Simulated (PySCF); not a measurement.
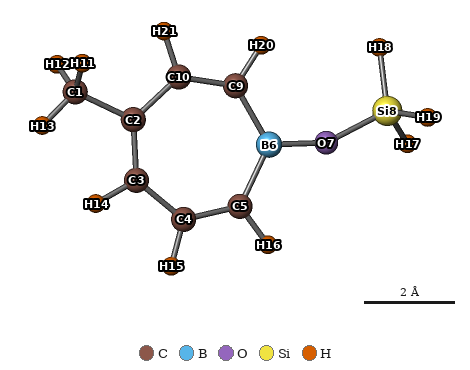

Fig. 1: The input geometry (ball-and-stick view, seen at a tilt; atoms are numbered from 1 in the order of the input).

**C$_{7}$H$_{11}$BOSi: NMR shielding calculation**

- system: C$_{7}$H$_{11}$BOSi
- method: GIAO PBE0/pcSseg-1 NMR shielding, non-relativistic, gas phase (PySCF 2.14.0)

The geometry comes from this level: GFN2-xTB. Figures and captions count atoms from 1; the log counts them from 0 in places.

**Input**
```
{"job": {"kind": "nmr", "xc": "PBE0", "basis": "pcSseg-1"}, "charge": 0, "multiplicity": 1}
C     -3.413629    -0.104531     0.039278
C     -1.929599    -0.165178    -0.211921
C     -1.502682    -0.686640    -1.397547
C     -0.200478    -0.880760    -1.930571
C      1.005618    -0.592799    -1.383487
B      1.306498     0.038388    -0.012949
O      2.598177     0.230093     0.320102
Si     3.802925     0.705964     1.257527
C      0.201299     0.455298     0.978294
C     -1.142574     0.353514     0.861777
H     -3.662161    -0.637181     0.956671
H     -3.730536     0.931045     0.162375
H     -3.979808    -0.542332    -0.778446
H     -2.292839    -1.016687    -2.064828
H     -0.208874    -1.328101    -2.921241
H      1.865512    -0.842029    -1.998138
H      4.728856     1.394013     0.356548
H      3.370174     1.614944     2.327511
H      4.370014    -0.513863     1.835472
H      0.550343     0.892400     1.910075
H     -1.745155     0.711383     1.693025
```

The first line tells a small driver script what to run in PySCF; the rest is the geometry in Å.

Launched with:
```bash
OMP_NUM_THREADS=1 python <driver script> task.json out
```

**Output**
```
coarse grid: 18224 points
cycle   1  E = -662.1670692703  dE =  1.473e+00  |g| = 7.797e-01  |ddm| = 4.395e+00
cycle   2  E = -661.9651659833  dE =  2.019e-01  |g| = 1.262e+00  |ddm| = 1.799e+00
cycle   3  E = -662.2853377577  dE = -3.202e-01  |g| = 1.768e-01  |ddm| = 1.293e+00
cycle   4  E = -662.2926571572  dE = -7.319e-03  |g| = 5.862e-02  |ddm| = 2.372e-01
cycle   5  E = -662.2933663324  dE = -7.092e-04  |g| = 3.367e-02  |ddm| = 8.985e-02
cycle   6  E = -662.2936654564  dE = -2.991e-04  |g| = 2.480e-03  |ddm| = 3.150e-02
cycle   7  E = -662.2936668158  dE = -1.359e-06  |g| = 9.720e-04  |ddm| = 3.272e-03
final grid: 171896 points
cycle   8  E = -662.3607362163  dE = -3.910e-05  |g| = 1.033e-02  |ddm| = 4.481e-02
cycle   9  E = -662.3607138983  dE =  2.232e-05  |g| = 1.484e-02  |ddm| = 2.160e-02
cycle  10  E = -662.3607599423  dE = -4.604e-05  |g| = 2.050e-03  |ddm| = 1.325e-02
cycle  11  E = -662.3607608939  dE = -9.516e-07  |g| = 3.420e-04  |ddm| = 2.107e-03
cycle  12  E = -662.3607609139  dE = -2.006e-08  |g| = 2.013e-04  |ddm| = 4.834e-04
cycle  13  E = -662.3607609249  dE = -1.102e-08  |g| = 3.313e-05  |ddm| = 2.338e-04
cycle  14  E = -662.3607609252  dE = -2.776e-10  |g| = 1.282e-05  |ddm| = 5.336e-05
```

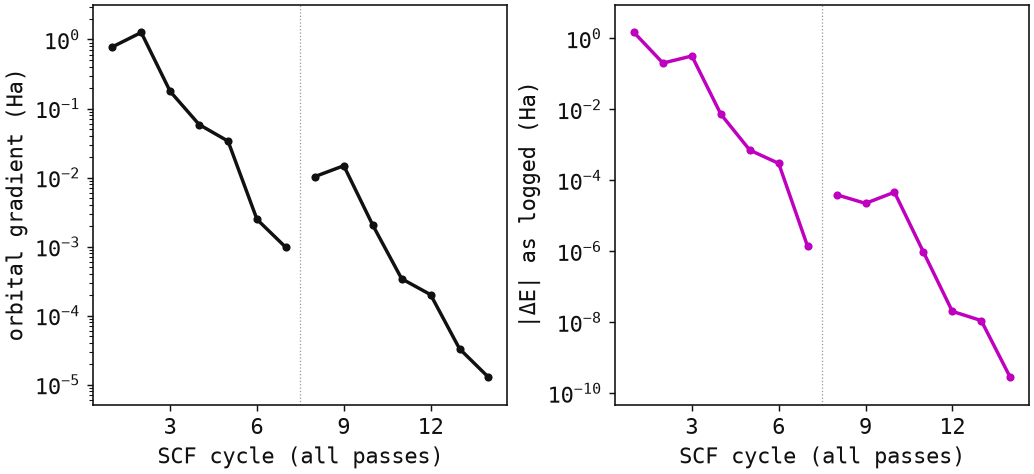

Fig. 2: Convergence of the self-consistent field: orbital gradient and size of the energy change against the SCF cycle. The dotted line marks the change from a coarse to the final integration grid. The first 7 cycles use a coarse grid, the final grid takes over at cycle 8, and the field converges after 14 cycles in all.

```
converged SCF energy = -662.3607609252

GIAO shielding tensors (ppm)
atom      isotropic    diamagn.    paramagn.     s11        s22        s33       span
  0 C      154.603     245.701     -91.098    125.447    152.456    185.905     60.458
  1 C       37.053     260.722    -223.669    -66.824     18.690    159.295    226.118
  2 C       47.586     255.078    -207.492    -55.713     58.135    140.335    196.048
  3 C       33.198     255.165    -221.967    -94.218     32.472    161.340    255.558
  4 C       32.556     260.673    -228.117    -91.795     27.953    161.510    253.305
  5 B       66.717     196.113    -129.397     34.607     64.537    101.007     66.400
  6 O      226.367     394.789    -168.423    105.377    206.403    367.320    261.943
  7 Si     400.616     879.975    -479.359    362.587    369.523    469.738    107.151
  8 C       35.867     261.865    -225.998    -89.979     29.492    168.089    258.068
  9 C       31.094     255.084    -223.990    -89.402     32.263    150.420    239.822
 10 H       28.979      27.789       1.190     24.912     27.915     34.111      9.199
 11 H       28.911      27.704       1.207     25.034     27.623     34.076      9.042
 12 H       29.712      29.283       0.429     25.192     29.248     34.696      9.504
 13 H       24.483      32.451      -7.967     20.351     23.440     29.659      9.308
 14 H       23.794      30.021      -6.228     20.225     23.030     28.126      7.901
 15 H       24.274      31.796      -7.522     20.771     22.388     29.664      8.893
 16 H       26.431      28.215      -1.784     22.875     25.073     31.344      8.469
 17 H       26.167      29.414      -3.246     22.538     25.495     30.470      7.933
 18 H       26.456      28.570      -2.114     23.424     24.680     31.265      7.841
 19 H       24.211      34.139      -9.927     20.512     21.749     30.372      9.860
 20 H       23.778      33.392      -9.614     19.730     21.449     30.155     10.425
```

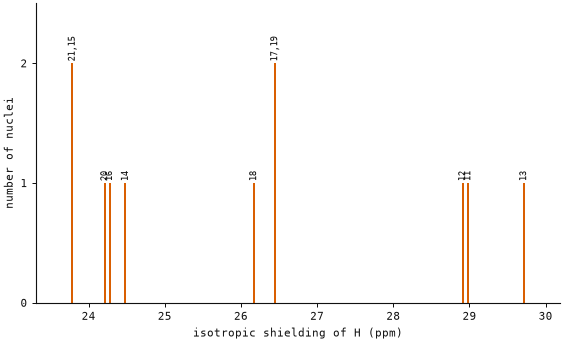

Fig. 3: Isotropic shieldings of the hydrogen nuclei in this fixed geometry, labelled by atom number; shielding grows to the right, so chemical shift grows to the left. The least shielded is H21 (23.8 ppm), the most shielded H13 (29.7 ppm).

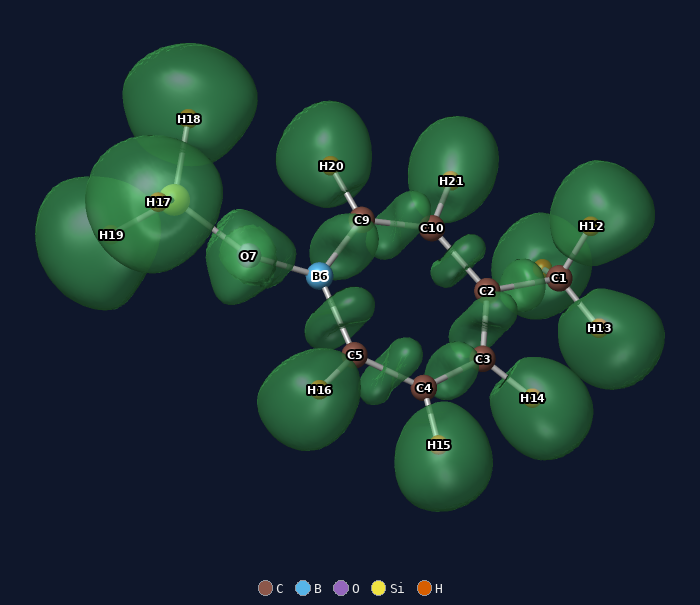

Fig. 4: Isosurface of the electron localisation function at 0.8 (green), seen at an oblique angle. Core shells and regions of very low density are left out. Values along the shortest contacts: B–O (1.35 Å): the ELF peaks at about 0.90 between the atoms, which marks a polar covalent bond. C–C (1.35 Å): the ELF peaks at about 0.95 between the atoms; a double or triple bond.

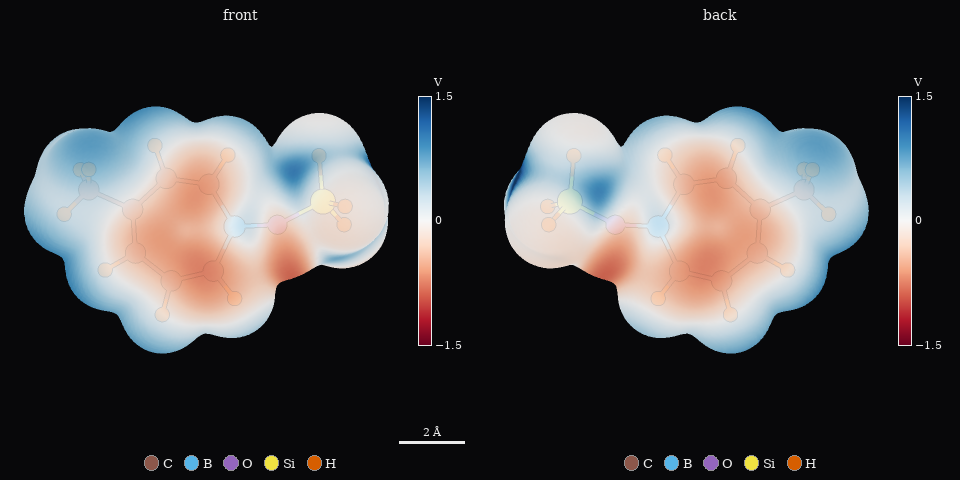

Fig. 5: The electrostatic potential painted on the density surface at 0.002 e/bohr³, seen face on and from behind; red is negative and blue positive. Its dipole moment is 1.69 D.

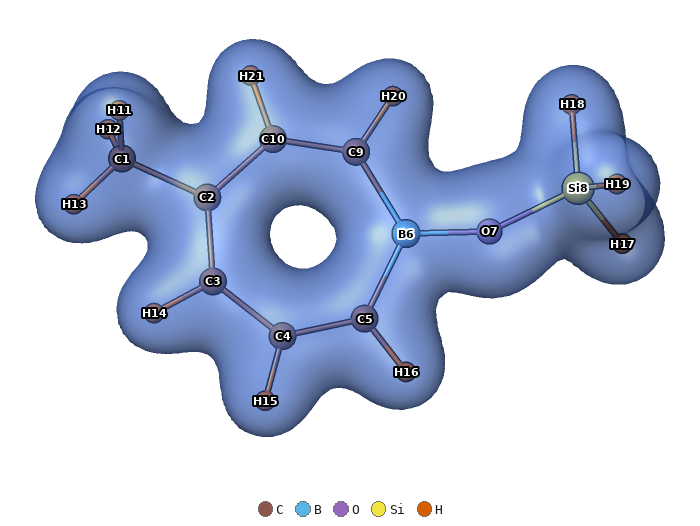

Fig. 6: Isosurface of the total electron density at 0.2 e/Å³ (blue), seen face on. At this value the surface is in one piece. On the grid the lowest density along these lines, outside the cores, is 1.5 e/Å³ (B–O, 1.35 Å), 2.2 e/Å³ (C–C, 1.35 Å), 1.3 e/Å³ (C–B, 1.54 Å) and 1 e/Å³ (Si–O, 1.60 Å).

**Summary**

```json
{"quantity": "outcome", "value": "converged"}
{"quantity": "total energy", "value": "−662.360761 hartree"}
{"quantity": "HOMO", "value": "−6.57 eV"}
{"quantity": "LUMO", "value": "−1.68 eV"}
{"quantity": "dipole moment", "value": "1.69 D"}
{"quantity": "isotropic shielding, C", "value": "31.1 to 154.6 ppm"}
{"quantity": "isotropic shielding, B", "value": "66.7 ppm"}
{"quantity": "isotropic shielding, O", "value": "226.4 ppm"}
{"quantity": "isotropic shielding, Si", "value": "400.6 ppm"}
{"quantity": "isotropic shielding, H", "value": "23.8 to 29.7 ppm"}
{"quantity": "hardware", "value": "1 CPU thread, shared host"}
{"quantity": "wall time", "value": "72 s"}
{"quantity": "peak memory", "value": "1.1 GiB"}
```
